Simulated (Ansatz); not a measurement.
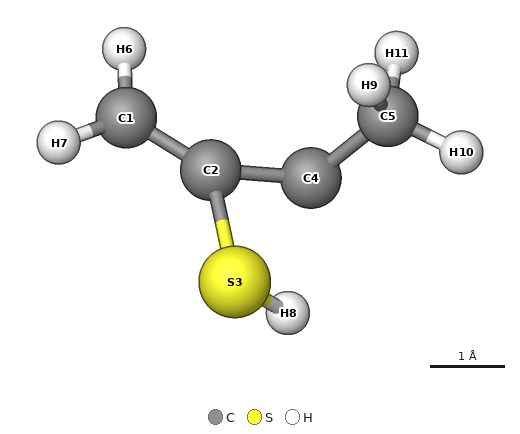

*The structure as given in the input (ball-and-stick view, seen at a tilt; atoms are numbered from 1 in the order of the input).*

Run report: C4H6S, frequency calculation

System: C4H6S.
Method: RKS PBE-D4/def2-SVP (Ansatz 0.2.0).

It belongs to a series of runs on one base structure; here: vibrations at the highest image of the band. Figures and captions count atoms from 1; the log counts them from 0 in places.

Output
```
Engine: ansatz 0.2.0, x86_64-unknown-linux-gnu
Functional definition: PBE
  parameter kappa = 0.804
  parameter beta = 0.06672455060314922
  exchange = pbe_x(kappa = kappa, mu = beta*pi^2/3)
  correlation = pbe_c(beta = beta)
1185 factors; their error is unknown
mean field evaluation 1: about -15043.5964 eV, gradient 7.7e1 eV
mean field evaluation 2: about -14965.8749 eV, gradient 1.7e2 eV
mean field evaluation 4: about -15058.2347 eV, gradient 2.7e1 eV
mean field evaluation 8: about -15060.3408 eV, gradient 3.7e-1 eV
mean field evaluation 16: about -15060.2773 eV, gradient 1.8e-3 eV
mean field -15060.27728859 eV, -553.4549821332 hartree, gradient 2.7e-5 eV, S^2 0.000000; 0 other end points of the search recorded, 0 dependent functions left out
the calculation of the forces begins
reference -15060.27732038 eV, -553.4549833015 hartree; 23, 23 occupied and 81, 81 virtual orbitals, 1185 factors
these checks for a lower state are left out or cut short: stability, starts, cluster_reference, orbital_swaps, neighbouring_geometries, increment
1185 factors; their error is unknown
mean field -15060.27712074 eV, -553.4549759648 hartree, gradient 1.7e-6 eV, S^2 0.000000; 0 other end points of the search recorded, 0 dependent functions left out
[... from here on the field's lines of each further geometry are left out, up to the last ...]
the calculation of the forces begins
reference -15060.27727916 eV, -553.4549817866 hartree; 23, 23 occupied and 81, 81 virtual orbitals, 1185 factors
these checks for a lower state are left out or cut short: stability, starts, cluster_reference, orbital_swaps, neighbouring_geometries, increment
1185 factors; their error is unknown
mean field evaluation 416: about -15060.2773 eV, gradient 2.4e-6 eV
mean field -15060.27727408 eV, -553.4549815997 hartree, gradient 2.4e-6 eV, S^2 0.000000; 0 other end points of the search recorded, 0 dependent functions left out
the calculation of the forces begins
reference -15060.27730587 eV, -553.4549827681 hartree; 23, 23 occupied and 81, 81 virtual orbitals, 1185 factors
WARN: phonons: modes at or below zero, which the zero-point energy, F, S and C_V leave out: 1, the lowest at -687.04 cm⁻¹. A minimum has none, and a first-order saddle one
Total energy: -15060.52564650 eV, -553.4641091178 hartree
Atom 0 at    -0.616440     1.446063     1.233524 Å, force    -0.001746     0.000407     0.000248 eV/Å
Atom 1 at    -0.107829     0.278650     0.795791 Å, force    -0.000470    -0.001660    -0.004457 eV/Å
Atom 2 at     1.451435    -0.526995     1.307973 Å, force    -0.001093    -0.000310     0.000509 eV/Å
Atom 3 at    -0.238840    -0.813728    -0.090350 Å, force     0.000716     0.001372    -0.001942 eV/Å
Atom 4 at     0.122780    -0.668003    -1.524032 Å, force    -0.000176    -0.001530     0.003324 eV/Å
Atom 5 at    -1.544838     1.834873     0.789581 Å, force     0.000430     0.000630     0.000678 eV/Å
Atom 6 at    -0.136207     2.013517     2.040955 Å, force     0.000835    -0.000889     0.000465 eV/Å
Atom 7 at     0.708987    -1.716776     1.239669 Å, force     0.002034     0.000783     0.001717 eV/Å
Atom 8 at     0.804531     0.175092    -1.781280 Å, force     0.000406    -0.000255     0.000004 eV/Å
Atom 9 at     0.484122    -1.612379    -1.978536 Å, force    -0.000376     0.000122    -0.000417 eV/Å
Atom 10 at    -0.862402    -0.467213    -2.012795 Å, force    -0.000558     0.001331    -0.000128 eV/Å
Dipole moment:     0.097037     0.051992    -0.152205 e Å
Vibrations: -687.04 143.52 201.35 226.20 300.06 363.83 497.40 594.86 650.55 737.63 749.76 837.63 881.67 1009.99 1030.99 1181.23 1288.54 1342.25 1374.42 1412.43 1711.12 2292.05 2911.03 2987.25 3050.00 3097.21 3204.86 cm⁻¹, zero-point energy 2.112557 eV
```

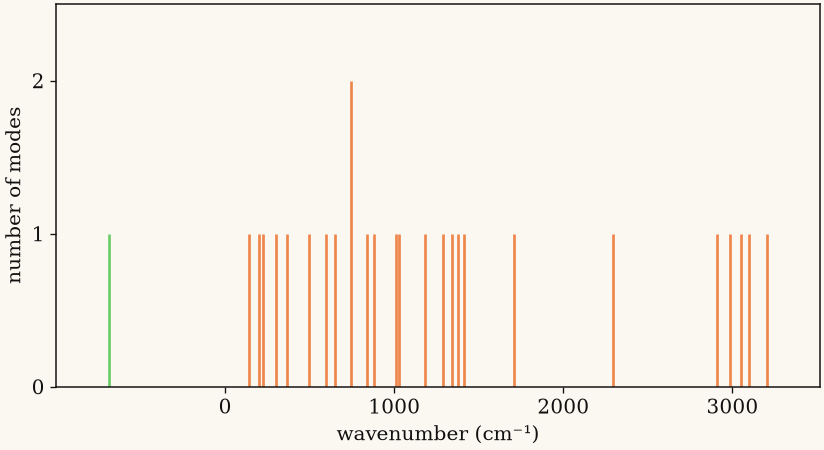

*Harmonic vibrational wavenumbers from the force constants; neighbouring modes closer than 18 cm⁻¹ are counted in one stick, and imaginary ones are drawn at negative wavenumbers.*

27 modes from 687i to 3205 cm⁻¹, 1 imaginary beyond 8i (687i cm⁻¹): a first-order saddle point, if the geometry is stationary.

This output came from the following input.

Input
```yaml
crystal:
  periodic: [false, false, false]
  atoms:
    - { symbol: C, position_ang: [-0.61644, 1.446063, 1.233524] }
    - { symbol: C, position_ang: [-0.107829, 0.27865, 0.795791] }
    - { symbol: S, position_ang: [1.451435, -0.526995, 1.307973] }
    - { symbol: C, position_ang: [-0.23884, -0.813728, -0.09035] }
    - { symbol: C, position_ang: [0.12278, -0.668003, -1.524032] }
    - { symbol: H, position_ang: [-1.544838, 1.834873, 0.789581] }
    - { symbol: H, position_ang: [-0.136207, 2.013517, 2.040955] }
    - { symbol: H, position_ang: [0.708987, -1.716776, 1.239669] }
    - { symbol: H, position_ang: [0.804531, 0.175092, -1.78128] }
    - { symbol: H, position_ang: [0.484122, -1.612379, -1.978536] }
    - { symbol: H, position_ang: [-0.862402, -0.467213, -2.012795] }
basis:
  gaussian: { orbitals: def2-SVP }
hamiltonian:
  xc: pbe
  dispersion: d4
phonons: {}
```

Command:
```bash
ansatz run input.yaml --threads 2 --pin off --max-ram 3072MiB --backend cpu --events-out ev --progress --plain --runs-dir out
```

Results in brief

```csv
quantity,value
outcome,converged
total energy,−15060.5256 eV
mean-field energy,−15060.2773 eV
largest force (length of the vector),0.005 eV/Å
hardware,"2 threads of Intel Xeon (Granite Rapids), 16 GiB of memory available, shared host"
wall time,37 s (CPU time 71 s)
peak memory,0.15 GiB
```
